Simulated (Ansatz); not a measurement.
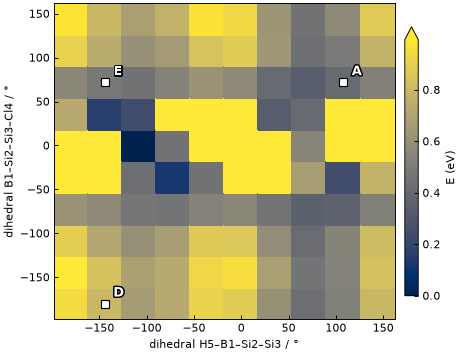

BClH₆Si₂, SMILES B[SiH2][SiH2]Cl. Coordinates scanned: (1) dihedral H5–B1–Si2–Si3; (2) dihedral B1–Si2–Si3–Cl4. Nothing is relaxed (all other coordinates rigid). The grid has 10 × 10 points. All energies are given in eV relative to the lowest grid point. Energies and slopes of some neighbouring points disagree (a jump in structure or state, or too coarse a mesh). Method: RKS PBE0-D4/def2-SVP (Ansatz).

Drawn: one coloured cell a grid point, one colour for all values above the top of the scale, lettered points.

Is A the lowest point of the computed grid?

Answer. No. A lies 0.41 eV above the lowest grid point, which is at dihedral H5–B1–Si2–Si3 = −108°, dihedral B1–Si2–Si3–Cl4 = 0°.

Rank the lettered points by energy, lowest first.

Answer. A (0.41 eV), E (0.48 eV), D (0.80 eV).
